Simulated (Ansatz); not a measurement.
**ClH: atomisation energy, by script**

How much energy holds ClH together? Aim: an atomisation energy, for ClH, run from a script.

All numbers are computed with Ansatz 0.2.0 through its Python package. Level of theory: PBE/def2-TZVPP.

## Step 1: The system

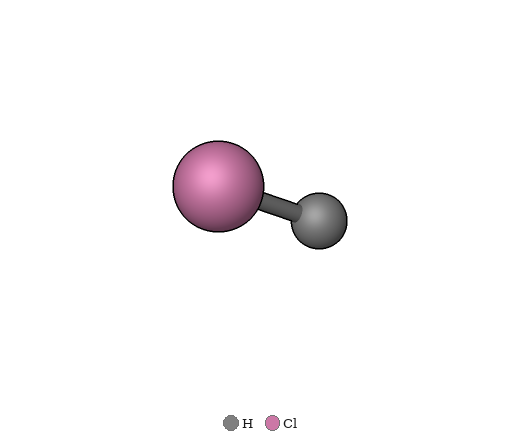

The structure that the script starts from, seen from a chosen angle (hydrogen grey, chlorine pink).

No structure file is read: the coordinates are typed or built in the script.

## Step 2: Script

Input file clh_tae.py:

```python
'''Atomisation energy of ClH at the given geometry.'''

from collections import Counter

import ansatz as az

config = {
    'basis': 'def2-TZVPP',
    'functional': 'pbe',
}


def energy(molecule, charge=0, unpaired=0):
    calc = (
        molecule.calculation()
        .basis(gaussian=config['basis'])
        .functional(config['functional'])
    )
    if charge:
        calc = calc.charge(charge)
    if unpaired:
        calc = calc.spin('collinear', total=unpaired)
    return calc.run().report['free_energy_ev']

GEOMETRY = '''
H     0.00000    0.00000    0.00000
Cl    0.00000    0.00000    1.29000
'''


def main() -> None:
    mol = az.Crystal.molecule()
    for line in GEOMETRY.strip().splitlines():
        symbol, *xyz = line.split()
        mol = mol.atom(symbol, [float(v) for v in xyz])

    # Hund ground states
    unpaired = {'H': 1, 'Cl': 1}
    counts = Counter(site.symbol for site in mol.cartesian_sites)
    atom_energy = {s: energy(az.Crystal.molecule().atom(s, (0, 0, 0)), 0, unpaired[s]) for s in counts}
    whole = energy(mol, 0, 0)
    for s, e in atom_energy.items():
        print(f'{s:2s} x{counts[s]}  {e:14.5f} eV')
    print(f'ClH: {whole:.5f} eV')
    split = sum(counts[s] * e for s, e in atom_energy.items()) - whole
    print(f'atomisation energy (no zero-point term): {23.060548 * split:.1f} kcal/mol, {split / sum(counts.values()):.3f} eV an atom')


if __name__ == '__main__':
    main()
```

## Step 3: The input behind the calls

The package turns the script's settings into the engine's input (first run):

```yaml
crystal:
  periodic: [false, false, false]
  atoms:
    - { symbol: H, position_ang: [0.0, 0.0, 0.0] }
basis:
  gaussian:
    orbitals: def2-TZVPP
hamiltonian:
  xc: pbe
magnetization:
  spin_polarized: true
  initial_magnetization: 1.0
```

## Step 4: The run

Launch:

```
python clh_tae.py
```

What it wrote:

```text
H  x1       -13.59523 eV
Cl x1    -12516.10651 eV
ClH: -12534.31096 eV
atomisation energy (no zero-point term): 106.3 kcal/mol, 2.305 eV an atom
```

It took 1.4 s on 1 thread of Arm Neoverse V1, shared host; peak memory 0.14 GiB.

## Step 5: What changed from run to run

The engine's inputs for the other runs:

Run 2, against run 1:

```diff
@@ -4 +4 @@
-    - { symbol: H, position_ang: [0.0, 0.0, 0.0] }
+    - { symbol: Cl, position_ang: [0.0, 0.0, 0.0] }
```

Run 3, against run 1:

```diff
@@ -4,0 +5 @@
+    - { symbol: Cl, position_ang: [0.0, 0.0, 1.29] }
@@ -10,3 +10,0 @@
-magnetization:
-  spin_polarized: true
-  initial_magnetization: 1.0
```

Lines on the test bed's own set-up are left out of the output.

## Step 6: Run by run

The 3 runs, in the order started:

| run | system | unpaired or total moment | energy (eV) | <S²> | SCF cycles | CPU time (s) |
| --- | --- | --- | --- | --- | --- | --- |
| 1 | H | 1 | -13.5952 | 0.75 | 8 | 0.06 |
| 2 | Cl | 1 | -12516.1065 | 0.75 | 32 | 0.6 |
| 3 | ClH | not set | -12534.3110 | 0.00 | 11 | 0.25 |

Totals carry meaning only in balanced differences at one level of theory.

## Step 7: What came out

```
                         quantity           value
atomisation energy, no zero point  106.3 kcal/mol
                    runs compared               3
```

What this shows: Zero-point motion and spin-orbit terms of the atoms are left out, and both would lower it. 106.3 kcal/mol from the electronic energies, without the zero-point term. The geometry is a force-field or estimated start, not a minimum of this method, and the basis set is short of its limit. All parts are taken at fixed geometry, without zero-point energy.
